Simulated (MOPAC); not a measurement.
## Run report: AlH, geometry relaxation

System: AlH.
Method: MNDOD, closed shell (MOPAC 23.2.5).

The atoms were displaced at random from an optimised geometry.

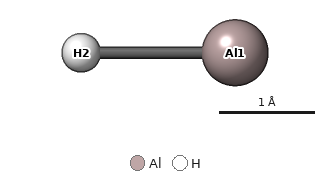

*The starting structure (ball-and-stick view, seen on its broad side; atoms are numbered from 1 in the order of the input). Sticks mark near contacts.*

Bond lengths as drawn: Al–H 1.62 Å.

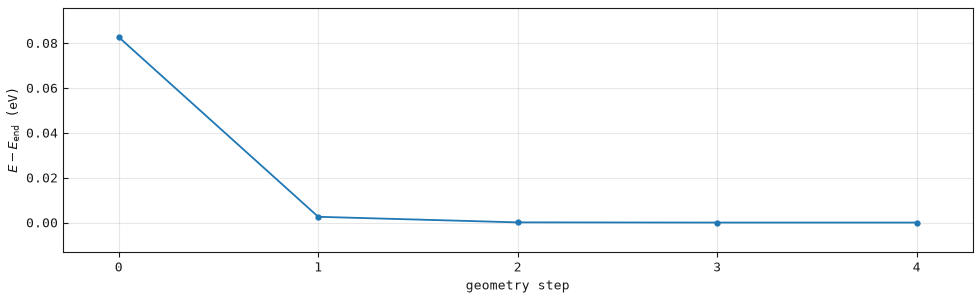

*Progress of the relaxation, step by step (steps are counted from 0).*

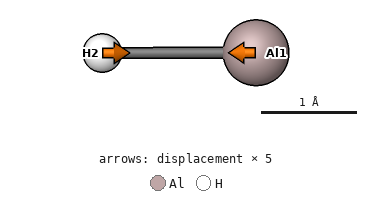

*The starting structure with the displacements as orange arrows, magnified 5 times (ball-and-stick view, seen on its broad side). The two geometries are laid on each other by the best rigid fit.*

The largest moves after the best rigid fit, 0.061 Å, are those of Al1 and H2. By element the largest moves are Al 0.061 Å, H 0.061 Å. Distances before and after: Al1–H2 1.620 → 1.499 Å. The energy falls by 0.083 eV in 4 geometry steps. Largest force component: 1.3 eV/Å at the start, under 0.0001 eV/Å at the end. (Atoms are counted from 1 in the order of the input.)

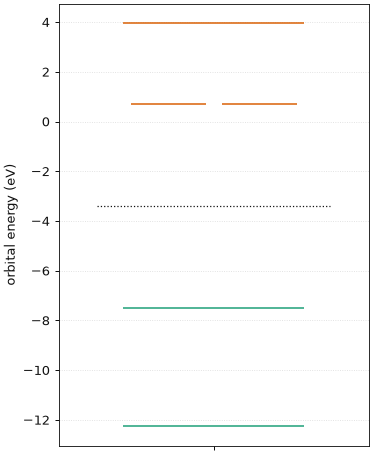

*Orbital energies near the frontier; the dotted line parts filled from empty levels, and levels within 0.02 eV of each other stand side by side.*

Highest filled −7.50 eV, lowest empty 0.73 eV, 8.23 eV apart.

The input and output of the run follow.

The input (mol.mop):
```
EF GNORM=0.02 DISP CYCLES=300 PRECISE MULLIK MNDOD AUX(PRECISION=9) THREADS=1
AlH optimise

Al     0.012610 +1     0.002226 +1    -0.002919 +1
H      0.020298 +1    -0.007843 +1     1.617021 +1
```

Launched with:
```bash
mopac mol.mop
```

The program's output:
```
MOPAC v23.2.5
MNDOD CALCULATION RESULTS

 *  MNDOD      - The MNDOD Hamiltonian to be used
 *  PRECISE    - TIGHTER CRITERIA TO BE USED
 *  EF         - USE EF ROUTINE FOR MINIMUM SEARCH
 *  THREADS=1  - MULTI-THREADING NOT USED
 *  CYCLES=    - DO A MAXIMUM OF 300 STEPS
 *  GNORM      - EXIT WHEN GRADIENT NORM DROPS BELOW 0.020
 *  AUX        - OUTPUT AUXILIARY INFORMATION
 *  DISP       - PRINT DISPERSION AND HYDROGEN BOND ENERGIES
 *  MULLIK     - THE MULLIKEN ANALYSIS TO BE PERFORMED
EF GNORM=0.02 DISP CYCLES=300 PRECISE MULLIK MNDOD AUX(PRECISION=9) THREADS=1
 AlH optimise

   ATOM   CHEMICAL          X               Y               Z
  NUMBER   SYMBOL      (ANGSTROMS)     (ANGSTROMS)     (ANGSTROMS)

     1      Al          0.01261000  *   0.00222600  *  -0.00291900  *
     2       H          0.02029800  *  -0.00784300  *   1.61702100  *

          CARTESIAN COORDINATES

    NO.       ATOM           X           Y           Z

     1        Al          0.0126      0.0022     -0.0029
     2         H          0.0203     -0.0078      1.6170

           Empirical Formula: H Al  =     2 atoms

      MOLECULAR POINT GROUP   :   C*v

      RHF CALCULATION, NO. OF DOUBLY OCCUPIED LEVELS = 2

          Geometry optimization using EF

          DIAGONAL MATRIX USED AS START HESSIAN

 CYCLE:     1 TIME:   0.000 TIME LEFT:  2.00D  GRAD.:    41.896 HEAT:  64.88082
 CYCLE:     2 TIME:   0.008 TIME LEFT:  2.00D  GRAD.:     8.444 HEAT:  63.03368
 CYCLE:     3 TIME:   0.000 TIME LEFT:  2.00D  GRAD.:     1.511 HEAT:  62.97644
 CYCLE:     4 TIME:   0.000 TIME LEFT:  2.00D  GRAD.:     0.040 HEAT:  62.97446
 CYCLE:     5 TIME:   0.000 TIME LEFT:  2.00D  GRAD.:     0.000 HEAT:  62.97446

     GRADIENT =  0.00017 IS LESS THAN CUTOFF =  0.02000

 -------------------------------------------------------------------------------
 EF GNORM=0.02 DISP CYCLES=300 PRECISE MULLIK MNDOD AUX(PRECISION=9) THREADS=1
 AlH optimise

     GEOMETRY OPTIMISED USING EIGENVECTOR FOLLOWING (EF).
     SCF FIELD WAS ACHIEVED

                              MNDOD CALCULATION

          FINAL HEAT OF FORMATION =         62.97446 KCAL/MOL =     263.48514 KJ/MOL

          TOTAL ENERGY            =      -1391.53557 KCAL/MOL = ELECTRONIC ENERGY + CORE-CORE REPULSION
          ENERGY OF ATOMS         =       1454.51003 KCAL/MOL
                              SUM =         62.97446 KCAL/MOL
          DISPERSION ENERGY       =          0.00000 KCAL/MOL
                              SUM =         62.97446 KCAL/MOL = FINAL HEAT OF FORMATION

          TOTAL ENERGY            =        -60.34151 EV
          ELECTRONIC ENERGY       =        -84.51139 EV
          CORE-CORE REPULSION     =         24.16988 EV
          COSMO AREA              =         73.93 SQUARE ANGSTROMS
          COSMO VOLUME            =         59.41 CUBIC ANGSTROMS

          GRADIENT NORM           =          0.00017          =       0.00012 PER ATOM
          IONIZATION POTENTIAL    =          7.499534 EV
          HOMO LUMO ENERGIES (EV) =         -7.500  0.725
          NO. OF FILLED LEVELS    =          2
          MOLECULAR WEIGHT        =         27.9894         POINT GROUP:  C*v

          MOLECULAR DIMENSIONS (Angstroms)

            Atom       Atom       Distance
            H     2   Al     1     1.49859
            H     2   Al     1     0.00000
           Al     1    H     2     0.00000

          SCF CALCULATIONS        =          7

          WALL-CLOCK TIME         =      0.023 SECONDS
          COMPUTATION TIME        =      0.009 SECONDS

   ATOM   CHEMICAL          X               Y               Z
  NUMBER   SYMBOL      (ANGSTROMS)     (ANGSTROMS)     (ANGSTROMS)

     1      Al          0.01270566  *   0.00201244  *   0.05777954  *
     2       H          0.02020234  *  -0.00762944  *   1.55632246  *

                             CARTESIAN COORDINATES

   1   Al        0.012705664     0.002012439     0.057779540
   2    H        0.020202336    -0.007629439     1.556322460

           Empirical Formula: H Al  =     2 atoms

      MOLECULAR POINT GROUP   :   C*v

                  EIGENVALUES
 -12.24487  -7.49953   0.72505   0.72505   3.94786  13.02969  13.02969  13.47657
  13.47657  14.27682

              NET ATOMIC CHARGES AND DIPOLE CONTRIBUTIONS

  ATOM NO.   TYPE          CHARGE      No. of ELECS.   s-Pop       p-Pop       d-Pop
    1         Al           0.354536        2.6455     1.72853     0.88149     0.03544
    2          H          -0.354536        1.3545     1.35454
 DIPOLE           X         Y         Z       TOTAL
 POINT-CHG.    -0.013     0.016    -2.552     2.552
 HYBRID         0.012    -0.015     2.343     2.343
 SUM           -0.001     0.001    -0.208     0.208

          ATOMIC ORBITAL ELECTRON POPULATIONS

     Atom    s        px        py        pz      x^2-y^2     xz        z^2       yz        xy
    1 Al   1.72853   0.00002   0.00004   0.88144   0.00000   0.00000   0.03543   0.00000   0.00000
    2  H   1.35454

           MULLIKEN POPULATION ANALYSIS

        MULLIKEN POPULATIONS AND CHARGES

      NO.  ATOM   POPULATION      CHARGE
        1   Al     2.463796      0.536204
        2    H     1.536204     -0.536204

          Chemical-Potential Equalization

          Energy                    =                  NaN   kcal/mol
          Pot(1)                    =                  NaN   eV
          Dipole correction(1)      =                  NaN   au

 *                    *
 * JOB ENDED NORMALLY *
 *                    *

 TOTAL JOB TIME:             0.02 SECONDS

 == MOPAC DONE ==
```

Trajectory as extended XYZ (Å, eV, eV/Å), 5 frames, from step=0 to step=4:
```
2
Properties=species:S:1:pos:R:3:forces:R:3 step=0 energy=2.81350
Al    0.0126    0.0022   -0.0029    0.0061  -0.0080   1.2846
H     0.0203   -0.0078    1.6170   -0.0061   0.0080  -1.2846
2
Properties=species:S:1:pos:R:3:forces:R:3 step=1 energy=2.73340
Al    0.0127    0.0020    0.0678   -0.0014   0.0018  -0.2589
H     0.0202   -0.0076    1.5463    0.0014  -0.0018   0.2589
2
Properties=species:S:1:pos:R:3:forces:R:3 step=2 energy=2.73092
Al    0.0127    0.0020    0.0559    0.0002  -0.0003   0.0463
H     0.0202   -0.0076    1.5582   -0.0002   0.0003  -0.0463
2
Properties=species:S:1:pos:R:3:forces:R:3 step=3 energy=2.73083
Al    0.0127    0.0020    0.0577    0.0000   0.0000   0.0012
H     0.0202   -0.0076    1.5564    0.0000   0.0000  -0.0012
2
Properties=species:S:1:pos:R:3:forces:R:3 step=4 energy=2.73083
Al    0.0127    0.0020    0.0578    0.0000   0.0000   0.0000
H     0.0202   -0.0076    1.5563    0.0000   0.0000   0.0000
```

Results in brief:

| quantity | value |
| --- | --- |
| outcome | converged |
| total energy | −2.217510 hartree |
| dispersion energy | 0.000000 hartree |
| heat of formation | 62.97 kcal/mol |
| basis functions | 10 |
| largest force | 0.000 eV/Å |
| HOMO | −7.50 eV |
| LUMO | 0.72 eV |
| dipole moment | 0.21 D |
| hardware | 1 thread of AMD EPYC (Zen 5), 128 GiB of memory available, shared host |
| peak memory | 0.078 GiB |

Notes:

MOPAC's energies along a path are heats of formation.
